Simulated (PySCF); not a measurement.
Single-point calculation, with input and output: MgSe

The run: single-point calculation of MgSe. Method and program: RKS-pbesol/cc-pvdz, gradient (PySCF 2.14.0).

The run did not end well. Figures and captions count atoms from 1; the log counts them from 0 in places.

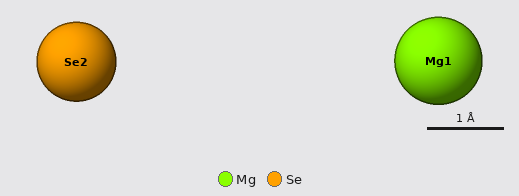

The structure as given in the input (ball-and-stick view, seen at a tilt; atoms are numbered from 1 in the order of the input).

## Input
```python
from pyscf import gto, dft

mol = gto.M(
    atom='Mg 0 0 0; Se 0 0 4.824',
    basis='cc-pvdz',
    charge=0,
    spin=0,
    verbose=3,
)
mf = dft.RKS(mol, xc='pbesol')
mf = mf.density_fit(auxbasis='def2-universal-jkfit')
mf.kernel()
g = mf.nuc_grad_method()
g.grid_response = True
g.kernel()
mf.dip_moment()
print('orbital energies (hartree):', mf.mo_energy[..., max(0, mol.nelec[1]-3):mol.nelec[0]+3].round(4))
```

Command:
```bash
OMP_NUM_THREADS=1 python input.py
```

## What the program printed
```
SCF not converged.
SCF energy = -2598.46330869712
--------------- DFRKS gradients ---------------
         x                y                z
0 Mg    -0.0000000000    -0.0000000000    -0.0345642595
1 Se     0.0000000000     0.0000000000     0.0345642595
----------------------------------------------
Dipole moment(X, Y, Z, Debye): -0.00000, -0.00000, -40.67306
orbital energies (hartree): [-0.2074 -0.2028 -0.199  -0.1844 -0.0579 -0.0577]
```

## What the run reported

```tsv
quantity	value
outcome	not converged
SCF energy	−2598.463309 hartree
dipole moment	40.67 D
hardware	1 CPU thread, shared host
wall time	21 s
```

## Diagnosis

The run did not converge. Its last values are not results.
